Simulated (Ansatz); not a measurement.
# Redistribution: CBr2Cl2 + C2HClF2 → CBrCl3 + C2HBrF2

Species: CBr2Cl2 (dibromodichloromethane) `ClC(Cl)(Br)Br`, singlet; C2HClF2 `F/C=C(\F)Cl`, singlet; CBrCl3 (bromotrichloromethane) `ClC(Cl)(Cl)Br`, singlet; C2HBrF2 `F/C=C(\F)Br`, singlet. The partners trade Br for Cl; both sit on C, so the bond types are kept.

Shapes, held fixed at every level: PBE0-D4/def2-TZVP. Programs: Ansatz 0.2.0. Electronic energies: no zero-point or thermal term.

```
               level                   kind  ΔE (kJ/mol)  less CCSD(T)/def2-TZVPP
   PBE-D4/def2-TZVPP                    GGA         +2.0                     +0.5
r2SCAN-D4/def2-TZVPP               meta-GGA         +1.4                     -0.1
 B3LYP-D4/def2-TZVPP          global hybrid         +2.1                     +0.6
  PBE0-D4/def2-TZVPP          global hybrid         +2.0                     +0.5
   B2PLYP/def2-TZVPP          double hybrid         +1.7                     +0.2
      MP2/def2-TZVPP    perturbation theory         +3.1                     +1.6
     CCSD/def2-TZVPP  coupled cluster or CI         +1.3                     -0.2
  CCSD(T)/def2-TZVPP  coupled cluster or CI         +1.5                      0.0
```

The highest level, CCSD(T)/def2-TZVPP, gives ΔE = +1.5 kJ/mol; the levels span +1.3 to +3.1. That is about zero within the method's error. The column of differences is taken from that level and isn't an error. No measured value is set beside it here. Relativity is left out for Br unless named. Correlated rows may include outer-core shells of Br, which these sets cover unevenly.

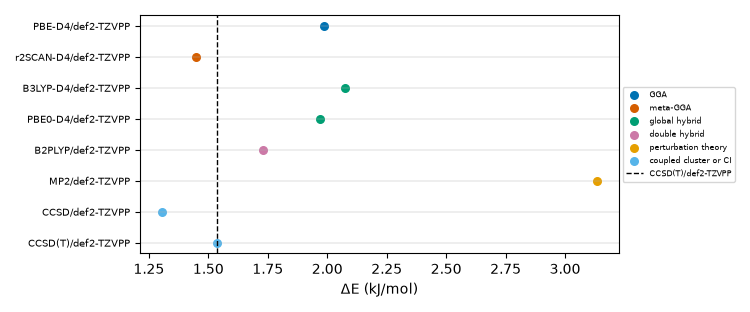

The values of the table, level by level.
